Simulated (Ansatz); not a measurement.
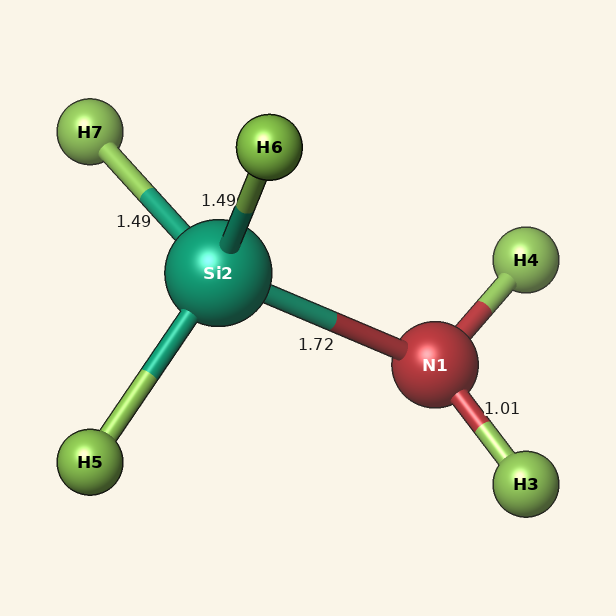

Bond lengths are marked in Å; every bond is drawn as one stick. Computed geometry: PBE0-D4/def2-TZVP optimisation.

> Which of the marked bonds are single, double, triple or aromatic?

N1–Si2 single; N1–H3 single; Si2–H6 single; Si2–H7 single.

> Write the SMILES.

N[SiH3]
